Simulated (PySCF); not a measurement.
**SVWN5/6-31G(d) (spherical functions) run of Si2NH7 (SMILES [SiH3]N[SiH3])**

What is the energy change on altering one bond length of Si2NH7 at SVWN5/6-31G* (spherical functions)? 

Program for the calculation: PySCF 2.14.0.

1 further run of the same task is left out (set aside as unsound or not needed).

## (1) The system as given

Si2NH7: 10 atoms, total charge 0, spin state singlet. As SMILES, `[SiH3]N[SiH3]`. Geometry: relaxed at PBE0-D4/def2-TZVP.

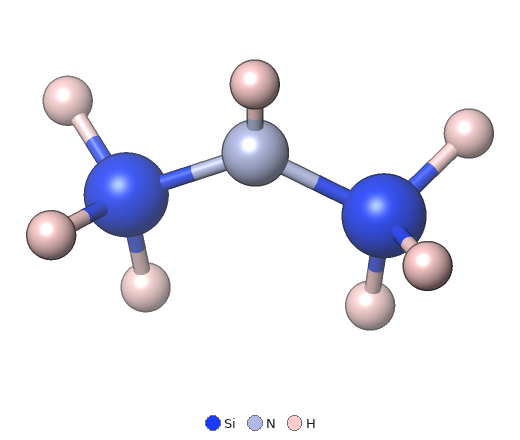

Viewed from a chosen angle; silicon blue, nitrogen light blue, hydrogen pink.

## (2) A single-point energy at SVWN5/6-31G(d) (spherical functions)

File input.py:

```python
from pyscf import gto, dft

molecule = gto.M(
    atom='''
Si  -1.042800   0.758390  -0.879990
N    0.119990   0.500410   0.368670
Si   0.995830  -0.935260   0.755390
H   -1.373610  -0.567260  -1.458240
H   -0.532280   1.645360  -1.962590
H   -2.274280   1.393560  -0.336440
H    0.361990   1.317290   0.912940
H    0.403090  -2.042290  -0.034740
H    0.897240  -1.243020   2.208320
H    2.444830  -0.827180   0.426680
''',
    charge=0,
    verbose=4,
    basis='6-31g*',
    max_memory=1860,
)

calc0 = dft.RKS(molecule, xc='svwn')
calc0.conv_tol = 1e-10
calc0.grids.level = 5
calc0.kernel()
if not calc0.converged:
    calc0 = calc0.newton().run(calc0.mo_coeff, calc0.mo_occ)

e_final = calc0.e_tot
print(f'total energy: {e_final:.8f} hartree')
```

On the command line:

```bash
OMP_NUM_THREADS=1 python input.py
```

The program printed:

```text
PySCF version 2.14.0

[... 80 lines left out ...]
converged SCF energy = -635.087784976897
total energy: -635.08778498 hartree
```

It took 19 s on 1 thread of Intel Xeon at 2.50GHz (Skylake/Cascade Lake), shared host; peak memory 0.23 GiB.

## (3) The distorted shape

File geometry.xyz:

```xyz
10
H7NSi2
Si    -0.924489     1.127710    -2.623546
N      0.238301     0.869730    -1.374886
Si     1.114141    -0.565940    -0.988166
H     -1.255299    -0.197940    -3.201796
H     -0.413969     2.014680    -3.706146
H     -2.155969     1.762880    -2.079996
H      0.480301     1.686610    -0.830616
H      0.521401    -1.672970    -1.778296
H      0.897240    -1.243020     2.208320
H      2.563141    -0.457860    -1.316876
```

File run.py:

```python
from pyscf import gto, dft

system = gto.Mole()
system.atom = 'geometry.xyz'
system.verbose = 3
system.basis = '6-31g*'
system.spin = 0
system.max_memory = 1860
system.build()

mf = dft.RKS(system, xc='svwn')
mf.conv_tol = 1e-10
mf.grids.level = 5
mf.kernel()
if not mf.converged:
    mf = mf.newton().run(mf.mo_coeff, mf.mo_occ)

etot = mf.e_tot
print('E(%s) = %.9f' % ('SVWN5', etot))
```

On the command line:

```bash
OMP_NUM_THREADS=1 python run.py
```

The program printed:

```text
converged SCF energy = -634.941491495337
E(SVWN5) = -634.941491495
```

It took 25 s on 1 thread of Intel Xeon at 2.50GHz (Skylake/Cascade Lake), shared host; peak memory 0.23 GiB.

## (4) Results

At SVWN5/6-31G* (spherical functions):

| quantity | value |
| --- | --- |
| first shape: total energy | -635.08778 Eh |
| first shape: dipole moment | 0.93 D |
| first shape: HOMO energy | -5.96 eV |
| first shape: LUMO energy | -0.67 eV |
| first shape: HOMO–LUMO gap | 5.28 eV |
| distorted shape: total energy | -634.94149 Eh |
| distorted shape: dipole moment | 2.91 D |
| distorted shape: HOMO energy | -5.08 eV |
| distorted shape: LUMO energy | -3.68 eV |
| distorted shape: HOMO–LUMO gap | 1.40 eV |
| energy change with the Si3–H9 bond stretched from 1.488 to 3.275 Å | 3.981 eV |

In words: One bond (distorted shape) is far stretched, which a spin-restricted single reference describes badly; a broken-symmetry solution may lie lower. With the Si3–H9 bond stretched from 1.488 to 3.275 Å the energy rises by 3.98 eV (384 kJ/mol). The first shape isn't relaxed at this level, so the change isn't measured from a minimum. A restricted reference can't describe the breaking bond well at this length. Mulliken charges (first shape) run from -0.73 on N2 to +0.36 on H7; they depend strongly on the basis. Mulliken charges (distorted shape) run from -0.71 on N2 to +0.38 on H7.
